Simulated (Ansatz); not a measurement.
Consider C2H8SSi2.

Input

```
crystal:
  periodic: [false, false, false]
  atoms:
    - { symbol: C, position_ang: [-0.577, 0.8256, -0.7971] }
    - { symbol: Si, position_ang: [-0.8062, -0.9116, -0.2796] }
    - { symbol: C, position_ang: [0.0162, -1.1096, 1.3483] }
    - { symbol: S, position_ang: [1.6243, -0.0651, 1.3394] }
    - { symbol: Si, position_ang: [1.1443, 1.184, -0.3716] }
    - { symbol: H, position_ang: [-1.3047, 1.5275, -0.2403] }
    - { symbol: H, position_ang: [-0.7968, 1.0141, -1.8707] }
    - { symbol: H, position_ang: [-2.2013, -1.2548, -0.1925] }
    - { symbol: H, position_ang: [-0.1803, -1.7721, -1.2627] }
    - { symbol: H, position_ang: [-0.5914, -0.7651, 2.2014] }
    - { symbol: H, position_ang: [0.3143, -2.1506, 1.5799] }
    - { symbol: H, position_ang: [2.0712, 0.8059, -1.4401] }
    - { symbol: H, position_ang: [1.3078, 2.6372, 0.0003] }
basis:
  gaussian: { orbitals: def2-SVP }
hamiltonian:
  xc: b3lyp
  dispersion: d4
relax:
  f_tol: 0.02
  max_steps: 50
output:
  orbitals: {}
```

Command:

```sh
ansatz run input.yaml --threads 2 --pin off --max-ram 3072MiB --backend cpu --events-out ev --progress --plain --runs-dir out
```

The fields are those of the relaxed geometry.

The calculation used RKS B3LYP-D4/def2-SVP in Ansatz 0.2.0.

Predict the electron density and electron localisation function between the atoms.

C–S (1.85 Å): the density is about 1.1 e/Å³ at the midpoint; the ELF peaks at about 0.90 between the atoms; a covalent bond.
C–Si (1.90 Å): ρ is about 0.93 e/Å³ halfway; the ELF peaks at about 0.95 between the atoms, as expected for a covalent bond.

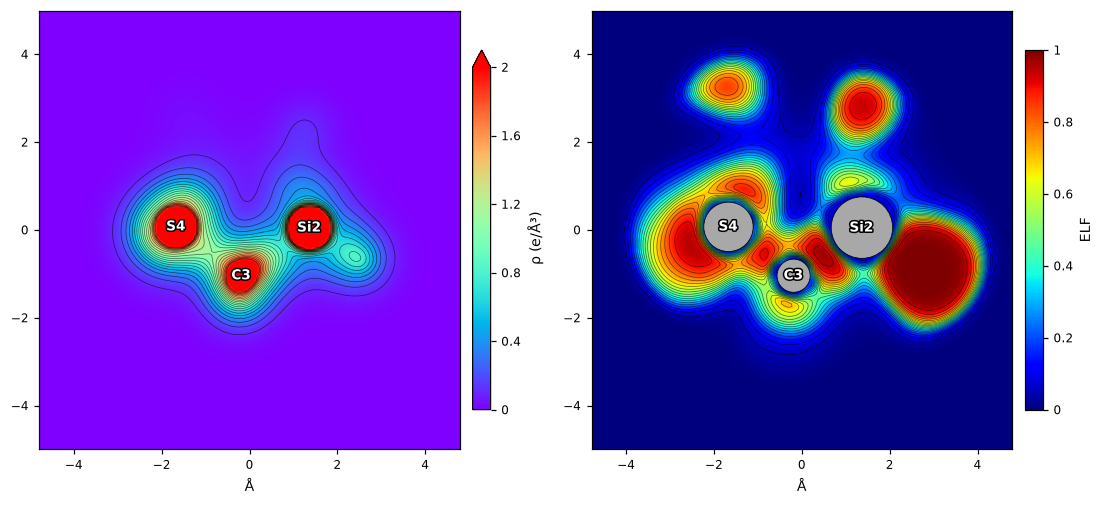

Computed electron density and electron localisation function on the plane of atoms Si2, C3 and S4, in this order. Grey discs cover the atomic cores in the ELF map. 
